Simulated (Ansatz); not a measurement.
# TiB2: how the settings move a relaxation

Question: which choices in the input matter for TiB2?

Computed with Ansatz 0.2.0 (reference: DFT, LDA, PAW with Ansatz's default frozen-core files, scalar-relativistic, unless a step's input says otherwise).

**1. Starting point**

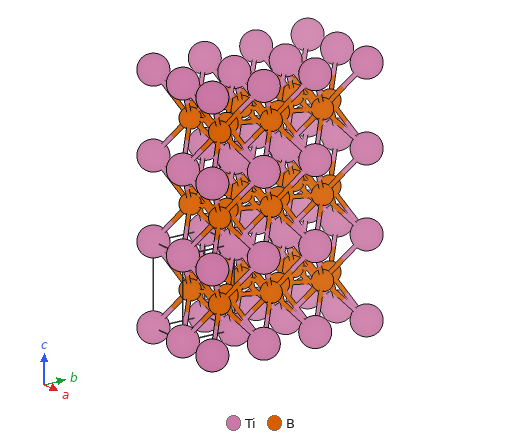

The starting structure, seen slightly off an axis (titanium pink, boron orange). 2×3×3 cells are drawn. Atoms on the faces are drawn again on the opposite ones.

As a file:

```
CELL_PARAMETERS angstrom
3.06575 0.00000 0.00000
-1.53287 2.65501 0.00000
0.00000 0.00000 3.27126
ATOMIC_POSITIONS crystal
Ti 0.00000 0.00000 0.00000
B 0.33333 0.66667 0.50000
B 0.66667 0.33333 0.50000
```

**2. Reference**

Contents of input.yaml:

```yaml
crystal:
  lattice:
    - [3.0657467113, 0.0, 0.0]
    - [-1.5328733556, 2.6550145336, 0.0]
    - [0.0, 0.0, 3.2712563681]
  atoms:
    - { symbol: Ti, position: [0.0, 0.0, 0.0] }
    - { symbol: B, position: [0.3333333333, 0.6666666667, 0.5] }
    - { symbol: B, position: [0.6666666667, 0.3333333333, 0.5] }
kpoints:
  mp_grid: { grid: [12, 12, 10] }
scf:
  occupations: { method: fermi_dirac, width: 0.05 }
hamiltonian:
  xc: lda
  pseudopotentials: { kind: paw }
output:
  forces: true
  stress: true
  efg: { contact_densities: true }
relax:
  f_tol: 0.005
  max_steps: 80
  cell: {}
```

Run with:

```console
ansatz run input.yaml --threads 1 --pin off --max-ram 3072MiB --backend cpu --events-out ev --progress --plain --runs-dir out
```

From the output:

```text
[...]
Basis set: ecut = 420 eV, 551 PW (Γ)
[...]
k-points: 114 of 1440
[...]
SCF iter   1: F=—  HF=-2753.170669 eV  |F-HF|=—  |Δ(HF+E_count)|=         —  Δρ=5.56e-3  dr2=4.30e-3  ethr=1.77e-3  ⟨swp⟩=4.4  Hψ=7050  notcnv=0
preconditioner: auto → none  [metal: Δε(μ)=0.016 eV  Ē_g=7.765 eV  σ=0.050 eV  W_gap=0.08  n_scr=8 (ndim 8)  ℏωp=22.8 eV  f_vac=0.000  D(μ)=0.49/eV (n_scr^D=0)  sad-step TF]
SCF iter   2: F=—  HF=-2753.169569 eV  |F-HF|=—  |Δ(HF+E_count)|=   1.10e-3  Δρ=3.00e-3  dr2=1.85e-3  ethr=2.39e-5  ⟨swp⟩=2.4  Hψ=3144  notcnv=0
[...]
relax step   1: F+E_penalty+E_count = -2753.16911298 eV  Δ(F+E_penalty+E_count) = +0.000e0 eV  max|allowed force component| = 2.220e-16 eV/Å  Δτ_max = 0.0000 Å  P = -19.360 GPa  Ω = 26.627 Å³  (6 SCF iters, dr2 threshold 1.00e-7 eV, accepted)
[...]
Basis set: ecut = 420 eV, 479 PW (Γ)
[...]
relax step   2: F+E_penalty+E_count = -2753.30130456 eV  Δ(F+E_penalty+E_count) = -1.322e-1 eV  max|allowed force component| = 3.269e-16 eV/Å  Δτ_max = 0.0000 Å  P = -3.556 GPa  Ω = 24.829 Å³  energy of the carried Pulay correction = +3.095e-3 eV  (6 SCF iters
[...]
Basis set: ecut = 420 eV, 467 PW (Γ)
[...]
relax step   3: F+E_penalty+E_count = -2753.30693725 eV  Δ(F+E_penalty+E_count) = -5.633e-3 eV  max|allowed force component| = 8.018e-17 eV/Å  Δτ_max = 0.0000 Å  P = +0.680 GPa  Ω = 24.495 Å³  energy of the carried Pulay correction = +3.718e-3 eV  (6 SCF iters
[...]
relax step   4: F+E_penalty+E_count = -2753.30731821 eV  Δ(F+E_penalty+E_count) = -3.810e-4 eV  max|allowed force component| = 2.282e-16 eV/Å  Δτ_max = 0.0000 Å  P = +0.016 GPa  Ω = 24.538 Å³  energy of the carried Pulay correction = +3.632e-3 eV  (6 SCF iters
[...]
relax step   5: F+E_penalty+E_count = -2753.30731576 eV  Δ(F+E_penalty+E_count) = +2.449e-6 eV  max|allowed force component| = 6.168e-17 eV/Å  Δτ_max = 0.0000 Å  P = +0.000 GPa  Ω = 24.540 Å³  energy of the carried Pulay correction = +3.629e-3 eV  (6 SCF iters
[...]
relax step   6: F+E_penalty+E_count = -2753.30471414 eV  Δ(F+E_penalty+E_count) = +2.602e-3 eV  max|allowed force component| = 6.785e-17 eV/Å  Δτ_max = 0.0000 Å  P = -0.153 GPa  Ω = 24.540 Å³  stress off target by 1.60e-1 GPa  SCF on the basis re-selected at t
[...]
relax step   7: F+E_penalty+E_count = -2753.30474560 eV  Δ(F+E_penalty+E_count) = -3.146e-5 eV  max|allowed force component| = 2.467e-16 eV/Å  Δτ_max = 0.0000 Å  P = -0.001 GPa  Ω = 24.527 Å³  energy of the carried Pulay correction = +2.494e-5 eV  (6 SCF iters
[...]
SCF iter   7: F=-2753.304721 eV  HF=-2753.304721 eV  |F-HF|=9.09e-13  |Δ(HF+E_count)|=  4.55e-13  Δρ=1.65e-10  dr2=7.51e-18  ethr=1.00e-12  ⟨swp⟩=1.7  Hψ=3553  notcnv=0
[...]
relax step   8: F+E_penalty+E_count = -2753.30472060 eV  Δ(F+E_penalty+E_count) = +2.501e-5 eV  max|allowed force component| = 2.467e-16 eV/Å  Δτ_max = 0.0000 Å  P = -0.002 GPa  Ω = 24.527 Å³  stress off target by 2.18e-3 GPa  SCF on the basis re-selected at t
[...]
SCF converged after 7 iterations
Free energy (F): -2753.304721 eV
[...]
E sigma→0 (E₀):  -2753.302945 eV
[...]
Fermi energy:    15.622524 eV
[...]
  P = ⅓ Tr σ = -0.0019 GPa (-0.019 kbar)
[...]
--- Relaxed structure (6 steps of the walk, 6 accepted, 2 SCFs on fresh bases) ---
[...]
```

Run time: 18 s. Hardware: 1 thread of Arm Neoverse V2, shared host; peak memory 0.36 GiB.

**3. Changed: occupations.method tetrahedron, width left out**

Changes to input.yaml since step 2:

```diff
@@ -12,3 +12,3 @@
 scf:
-  occupations: { method: fermi_dirac, width: 0.05 }
+  occupations: { method: tetrahedron }
 hamiltonian:
@@ -20,2 +20,6 @@
   efg: { contact_densities: true }
+  write_density: true
+  write_potential: true
+  elf: true
+  volumetric_format: npy
 relax:
```

Run with:

```console
ansatz run input.yaml --threads 1 --pin off --max-ram 3072MiB --backend cpu --events-out ev --progress --plain --runs-dir out
```

Output, shortened:

```text
Warning: relax: with tetrahedron occupations the Hellmann–Feynman forces and the energy need not agree along the walk (scf.occupations.method in the input reference, under Limitations); prefer a smearing scheme for the relaxation and re-run the relaxed geometry with tetrahedron [...]
Warning: output.forces, output.stress, relax.cell or npt_langevin: where a Kohn–Sham band that disperses or a degenerate level is filled in part under the method tetrahedron, the forces or the stress that this run publishes need not agree with its energy (scf.occupations.method in the [...]
Pseudopotentials: kind: paw
Pseudopotential: Ti, paw, valence charge 12, recommended cutoff 420 eV (normal)
Pseudopotential: B, paw, valence charge 3, recommended cutoff 420 eV (normal)
Functional definition: SPW92
[...]
Crystal: 3 atoms, lattice volume = 26.627 Å³
Basis set: ecut = 420 eV, 551 PW (Γ)
Bands: 13, of which v1, the nominal top of the filled ones, is band 9 counted from 1 (8 counted from 0)
Symmetry: 24 space group operations
Space group: P6/mmm (ITA 191), of the structure as read, at distance tolerance 3.0e-5 Å
k-points: 114 of 1440
[...]
SCF iter   1: F=—  HF=-2753.167369 eV  |F-HF|=—  |Δ(HF+E_count)|=         —  Δρ=5.49e-3  dr2=4.54e-3  ethr=1.77e-3  ⟨swp⟩=4.5  Hψ=7002  notcnv=0
[...]
relax step   1: F+E_penalty+E_count = -2753.16588456 eV  Δ(F+E_penalty+E_count) = +0.000e0 eV  max|allowed force component| = 3.084e-16 eV/Å  Δτ_max = 0.0000 Å  P = -19.371 GPa  Ω = 26.627 Å³  (8 SCF iters, accepted)
[...]
E sigma→0 (E₀):  -2753.301863 eV
Entropy (-TS):   -0.000046 eV (-0.015 meV/atom)
Fermi energy:    15.689200 eV
[...]
--- Forces (eV/Å), atoms counted from 1 ---
  atom   1  Ti     0.00000000     0.00000000     0.00000000
  atom   2  B     -0.00000000    -0.00000000     0.00000000
  atom   3  B      0.00000000     0.00000000     0.00000000
[...]
--- Stress (GPa, compression-positive) ---
       -0.001483       0.000000       0.000000
       -0.000000      -0.001483       0.000000
        0.000000       0.000000      -0.002301
  P = ⅓ Tr σ = -0.0018 GPa (-0.018 kbar)
--- PAW observables at the nuclei: V_zz in 10²¹ V/m², potentials from the cell's mean, atoms counted from 1 ---
  atom   1  Ti V_zz =    +2.046242   η = 0.0000   by run symmetry: allowed
            electrostatic potential = -2533.824751 V   contact ρ = 56417.395837 e/Å³
  atom   2  B  V_zz =    +0.273545   η = 0.0000   by run symmetry: allowed
            electrostatic potential = -332.560780 V   contact ρ = 475.560280 e/Å³
  atom   3  B  V_zz =    +0.273545   η = 0.0000   by run symmetry: allowed
            electrostatic potential = -332.560780 V   contact ρ = 475.560280 e/Å³
--- Band table (eV; the first three rows and the last of 114) ---
  k-point 0: bands = ["-40.5975", "-17.2736", "-16.9329", "-16.9329", "2.0714", "12.8410", "12.8410", "13.4150", "13.4698", "17.6350", "17.6350", "19.5435", "19.5435"]
[...]
--- Relaxed structure (6 steps of the walk, 6 accepted, 2 SCFs on fresh bases) ---
  F+E_penalty+E_count = -2753.30186257 eV   max|allowed force component| = 1.604e-16 eV/Å   (the final SCF, on the basis selected at the relaxed cell)
  cell:  # Å, volume = 24.5193 Å³
    - [2.9956183115368353, -2.8207139392424947e-11, 0.0]
    - [-1.4978091557439897, 2.59428155784685, 0.0]
    - [0.0, 0.0, 3.1550319467476706]
  atoms:
    - { symbol: Ti, position: [2.9422018666589013e-34, 1.329887848115994e-34, 0.0] }
    - { symbol: B, position: [0.33333333333333337, 0.6666666666666667, 0.5] }
    - { symbol: B, position: [0.6666666666666667, 0.33333333333333337, 0.5] }
```

Run time: 19 s. Hardware: 1 thread of Arm Neoverse V2, shared host; peak memory 0.36 GiB.

Changing the smearing hardly moves the energy: +0.4 meV/atom.

**4. Comparison**

| run | ending | energy change | pressure (GPa) | gap (eV) | force (eV/Å) | cycles | time |
| --- | --- | --- | --- | --- | --- | --- | --- |
| reference | converged | 0 | 0.0 | 0.00 | 0.00 | 49 | 18 s |
| 1: occupations.method tetrahedron, width left out | converged | +0.4 meV/atom (σ→0) | 0.0 | 0.00 | 0.00 | 49 | 19 s |

Times don't compare one to one where runs were asked for different outputs or read a saved state (see the inputs); cycles may leave out searches for a lower state.

Changing the smearing hardly moves the energy: +0.4 meV/atom. The reference leaves spin out although Ti can carry a moment, so its state need not be the lowest.
